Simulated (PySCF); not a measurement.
Excited-state calculation of C₆H₇N₃S

C₆H₇N₃S, computed with TDDFT CAM-B3LYP/def2-SVPD, vertical, gas phase, core orbitals frozen in the response (PySCF 2.14.0).

The geometry comes from this level: PBE0-D3(BJ)/def2-SVP. It belongs to a series of runs on one base structure; here: H replaced by vinyl.

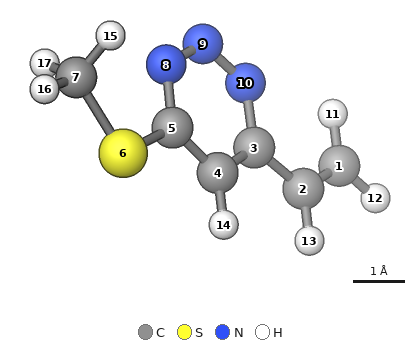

Figure 1. The input geometry (ball-and-stick view, seen at a tilt; atoms are numbered from 1 in the order of the input). Bond lengths as drawn: C–C 1.34 to 1.46 Å, C–H 1.09 to 1.10 Å, C–N 1.33 to 1.35 Å, C–S 1.74 to 1.80 Å and N–N 1.29 to 1.31 Å.

Input file
```
{"job": {"kind": "uv", "xc": "CAM-B3LYP", "basis": "def2-SVPD", "ip": true, "dynamic": true}, "charge": 0, "multiplicity": 1}
C     -3.682104     0.300546    -0.494126
C     -2.613626    -0.499513    -0.414817
C     -1.272176    -0.019916    -0.073216
C     -0.185163    -0.875445     0.004971
C      1.029154    -0.272261     0.346714
S      2.474535    -1.238090     0.483726
C      3.690194     0.014423     0.929242
N      1.106752     1.040361     0.573048
N      0.033254     1.793326     0.475673
N     -1.122965     1.303065     0.167187
H     -3.580959     1.371423    -0.299928
H     -4.666477    -0.096237    -0.751510
H     -2.703134    -1.573451    -0.606322
H     -0.272340    -1.947515    -0.186746
H      3.747179     0.789679     0.155101
H      4.646939    -0.518937     1.007272
H      3.434187     0.480263     1.889095
```

The first line tells a small driver script what to run in PySCF; the rest is the geometry in Å.

Hardware: 1 CPU thread, shared host.

Launch command:
```bash
OMP_NUM_THREADS=1 python <driver script> task.json out
```

Log
```
coarse grid: 15672 points
cycle   1  E = -794.4546899456  dE =  1.818e+00  |g| = 4.709e-01  |ddm| = 8.011e+00
cycle   2  E = -794.4723087855  dE = -1.762e-02  |g| = 4.249e-01  |ddm| = 2.424e+00
cycle   3  E = -794.5104801570  dE = -3.817e-02  |g| = 1.005e-01  |ddm| = 1.216e+00
cycle   4  E = -794.5126067144  dE = -2.127e-03  |g| = 4.112e-02  |ddm| = 2.320e-01
cycle   5  E = -794.5129823212  dE = -3.756e-04  |g| = 1.400e-02  |ddm| = 1.175e-01
cycle   6  E = -794.5130278383  dE = -4.552e-05  |g| = 4.646e-03  |ddm| = 3.956e-02
cycle   7  E = -794.5130330162  dE = -5.178e-06  |g| = 1.247e-03  |ddm| = 1.204e-02
final grid: 149576 points
cycle   8  E = -794.6184682988  dE = -3.513e-05  |g| = 2.804e-03  |ddm| = 1.131e-01
cycle   9  E = -794.6184689960  dE = -6.972e-07  |g| = 2.452e-03  |ddm| = 1.556e-02
cycle  10  E = -794.6184704264  dE = -1.430e-06  |g| = 6.055e-04  |ddm| = 5.361e-03
cycle  11  E = -794.6184705029  dE = -7.650e-08  |g| = 2.360e-04  |ddm| = 1.721e-03
cycle  12  E = -794.6184705164  dE = -1.349e-08  |g| = 6.312e-05  |ddm| = 6.547e-04
cycle  13  E = -794.6184705174  dE = -1.093e-09  |g| = 1.294e-05  |ddm| = 2.112e-04
cycle  14  E = -794.6184705175  dE = -5.798e-11  |g| = 7.125e-06  |ddm| = 5.607e-05
```

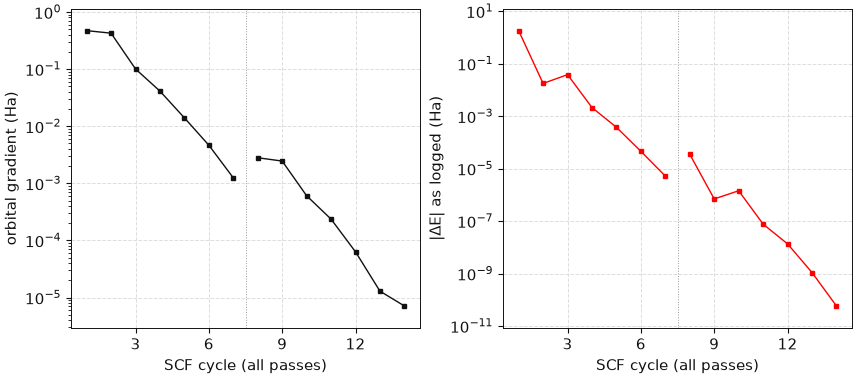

Figure 2. Convergence of the self-consistent field: orbital gradient and size of the energy change against the SCF cycle. The dotted line marks the change from a coarse to the final integration grid. The first 7 cycles use a coarse grid, the final grid takes over at cycle 8, and the field converges after 14 cycles in all.

```
converged SCF energy = -794.6184705175

Static polarisability (au): isotropic 120.262, principal 68.041 105.099 187.644

Singlet excitations
state   eV       nm        f      main configurations
  1   3.6931    335.7   0.00419   H-1->L+1 0.70, H-1->L 0.26
  2   3.9821    311.4   0.00089   H-1->L 0.68, H-1->L+1 0.27
  3   4.4180    280.6   0.00023   H-3->L+1 0.64, H-3->L 0.32
  4   4.6122    268.8   0.04712   H->L 0.73, H->L+1 0.11, H-2->L+1 0.10
  5   4.6359    267.4   0.00267   H-3->L 0.59, H-3->L+1 0.34
  6   4.9872    248.6   0.24403   H->L+1 0.86, H->L 0.10
  7   5.4134    229.0   0.36976   H-2->L 0.86, H-2->L+1 0.09
  8   5.5720    222.5   0.28853   H-2->L+1 0.74, H->L 0.11, H-2->L 0.10
  9   5.7903    214.1   0.00000   H->L+2 0.78, H->L+9 0.09
 10   6.6303    187.0   0.02367   H->L+3 0.85

Triplet excitations (Tamm-Dancoff, eV): 2.7336 3.3534 3.5705 3.8553
Vertical ionisation energy (delta-SCF) = 9.0080 eV
Vertical electron affinity (delta-SCF) = 0.5100 eV
```

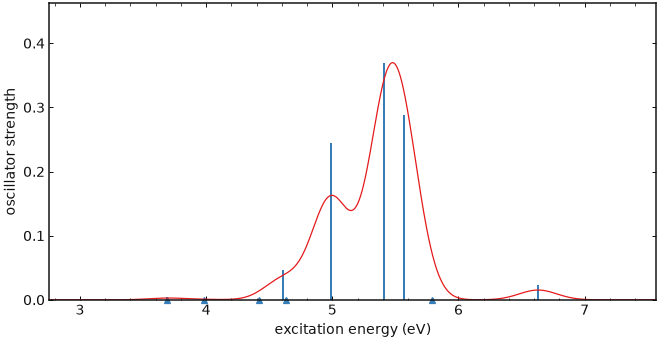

Figure 3. Computed excitations as sticks (degenerate states added up, dark ones marked on the axis), with a Gaussian envelope of 0.35 eV full width at half maximum, scaled to the tallest. Of the 10 states the lowest lies at 3.69 eV (f = 0.004); the strongest line is at 5.41 eV, or 229 nm (f = 0.370).

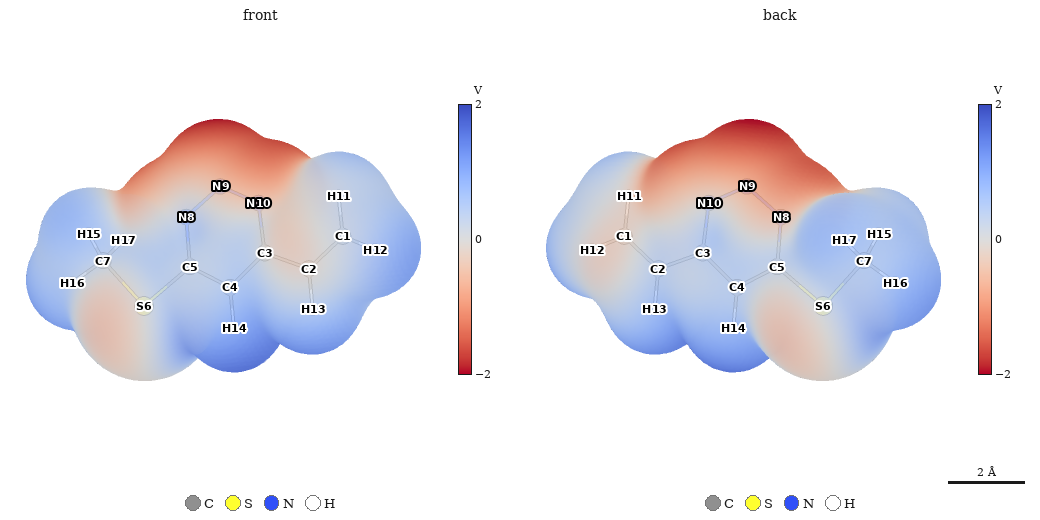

Figure 4. The molecular electrostatic potential painted on the density surface at 0.002 e/bohr³, seen at a tilt and from behind; red is negative and blue positive.

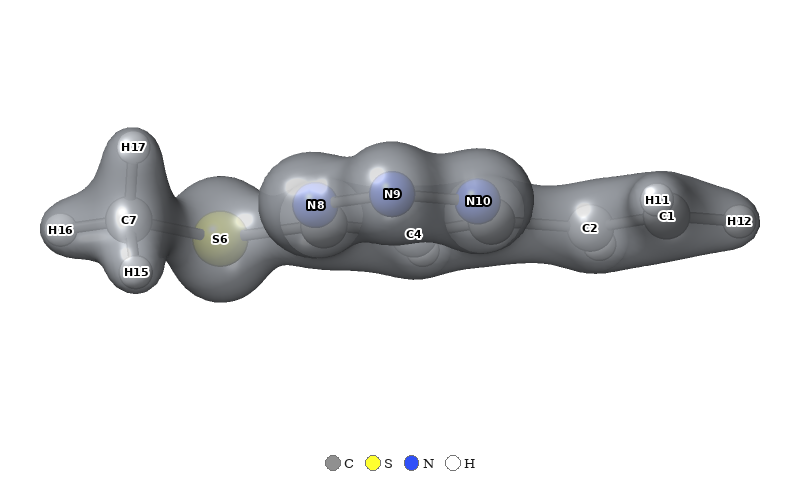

Figure 5. Isosurface of the electron density at 0.8 e/Å³ (grey), seen from the side. At this value the surface is in one piece. On the grid the lowest density along these lines, outside the cores, is 2.8 e/Å³ (N–N, 1.29 Å), 2.4 e/Å³ (C–N, 1.33 Å), 2.3 e/Å³ (C–C, 1.34 Å) and 1.4 e/Å³ (C–S, 1.74 Å).

Results in brief

```tsv
quantity	value
outcome	converged
total energy	−794.618471 hartree
HOMO	−8.36 eV
LUMO	−1.06 eV
dipole moment	3.42 D
mean polarisability	120.26 a.u.
vertical ionisation energy	9.01 eV
vertical electron affinity	0.51 eV
lowest singlet excitation	3.69 eV
wall time	15 min
peak memory	1.4 GiB
```
